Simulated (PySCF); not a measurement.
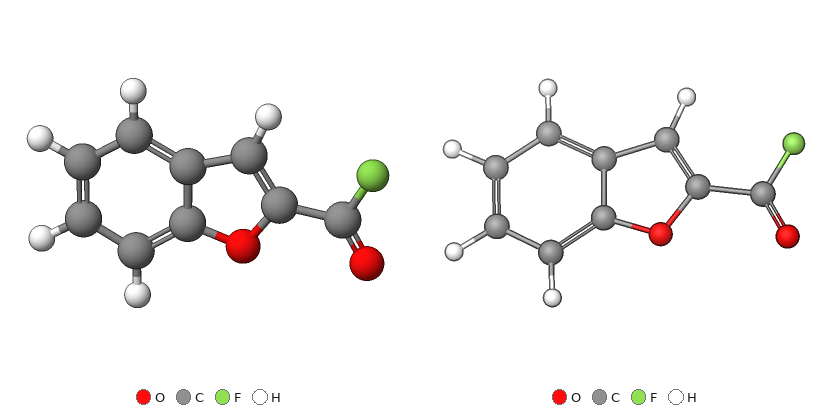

The same structure drawn twice, from different directions.

> What is the molecular formula?

C₉H₅FO₂, 17 atoms: 9 carbon, 5 hydrogen, 1 fluorine and 2 oxygen.

> Name some functional groups or characteristic bonds that it holds.

Among them: C–F bond.

> Give the symmetry (Schoenflies symbol).

Cs.

> Count the bonded pairs by element.

9 C–C, 5 C–H, 3 C–O, 1 C–F.

More results for the same structure follow; atom numbers are the same in all pictures, views and colours differ. The geometry was computed by an optimisation with PBE0-D3(BJ)/def2-SVP. No frequency run is at hand to confirm it as a minimum.

**NMR shielding**

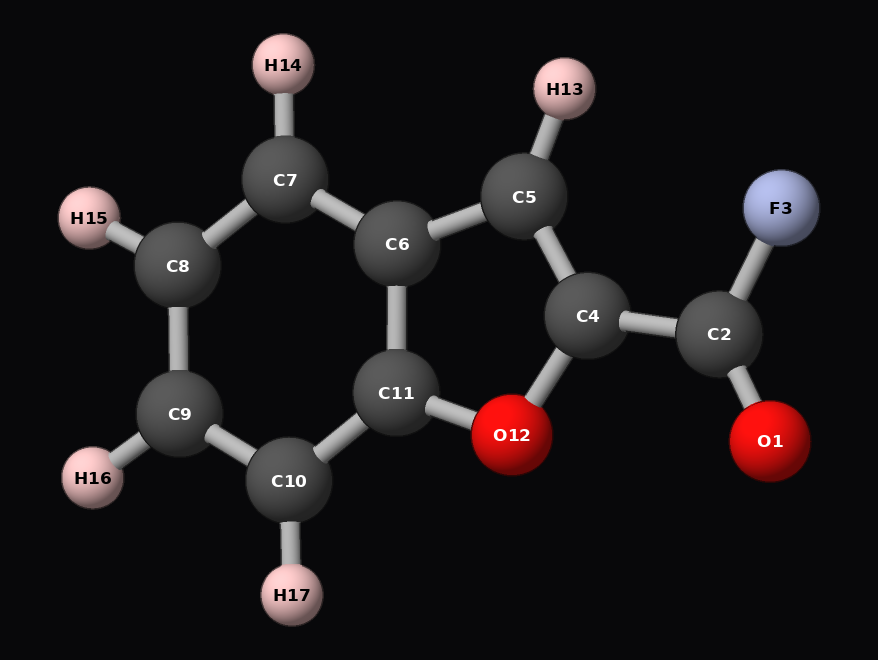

No frequency run is at hand to confirm it as a minimum. Properties computed with GIAO PBE0/pcSseg-1 NMR shielding, non-relativistic, gas phase (PySCF 2.14.0). Principal shieldings σ11 ≤ σ22 ≤ σ33, span Ω = σ33 − σ11, skew κ = 3(σiso − σ22)/Ω.

Give the shielding tensors of the C atoms.

```csv
atom,σ11,σ22,σ33,σiso,Ω,κ
C2,−81.6,51.3,120.2,29.9,201.8,−0.32
C4,−29.6,53.3,93.9,39.2,123.5,−0.34
C5,−22.6,49.8,154.3,60.5,176.8,0.18
C6,−16.4,14.5,163.1,53.7,179.5,0.66
C7,−44.5,37.8,172.0,55.1,216.5,0.24
C8,−54.4,42.2,176.4,54.7,230.8,0.16
C9,−59.0,33.5,174.7,49.7,233.8,0.21
C10,−19.1,46.1,172.5,66.5,191.6,0.32
C11,−53.2,13.2,111.5,23.8,164.7,0.19
```

Shieldings and span in ppm.

**Dipole moment**

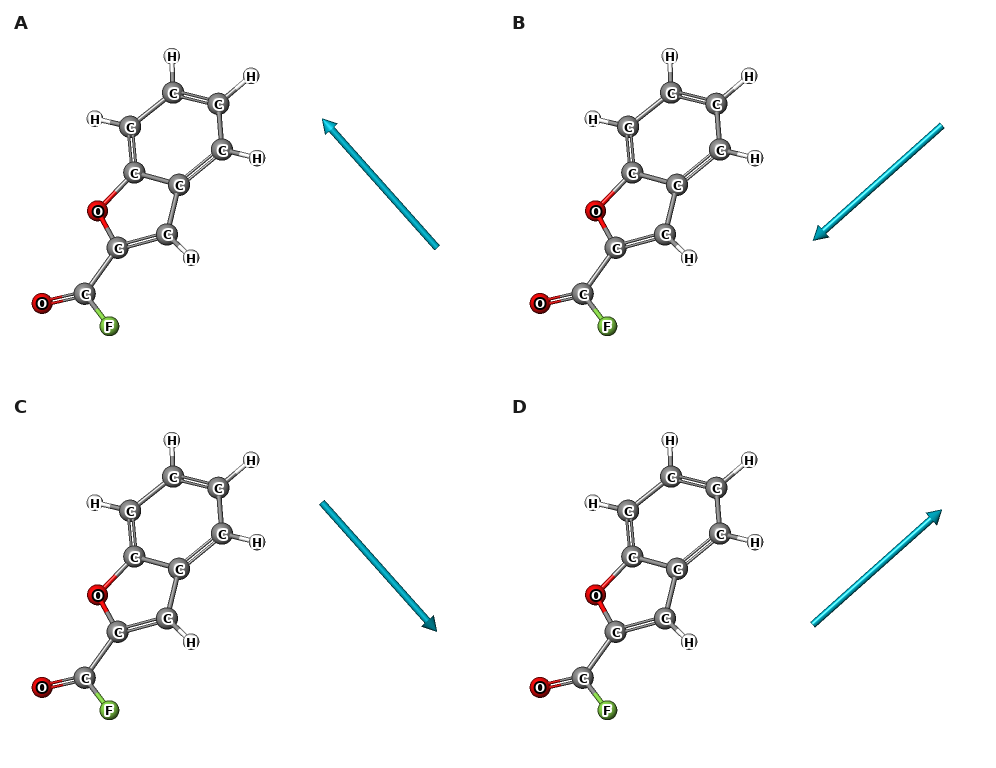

The same molecule four times, each with an arrow. No frequency run is at hand to confirm it as a minimum. Method: PBE0/pcSseg-1, gas phase (PySCF 2.14.0).

> Which arrow points along the dipole moment, from the negative to the positive end?

D. The dipole moment is 4.50 D.

**Spin–spin coupling**

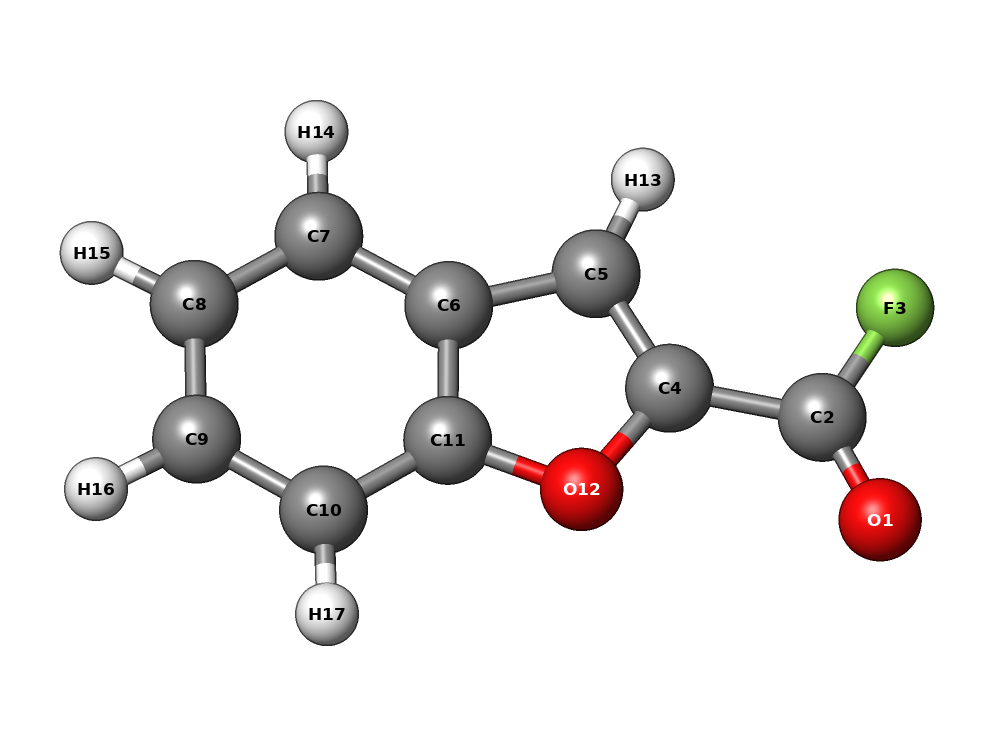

No frequency run is at hand to confirm it as a minimum. Properties computed with B3LYP/pcJ-1 indirect spin-spin coupling, non-relativistic, gas phase (PySCF 2.14.0). Isotopes: 13C, 19F, 1H, 17O.

Give the spin–spin coupling constants of these pairs, with the number of bonds between them: C2/F3, O1/F3, F3/C4, F3/O12, F3/C5.

```csv
pair,bonds apart,J (Hz)
"C2, F3",1,−390.3
"O1, F3",2,62.4
"F3, C4",2,101.1
"F3, O12",3,−2.6
"F3, C5",3,−5.1
```

Density functionals are unreliable for couplings to fluorine, so those rows may be far off.
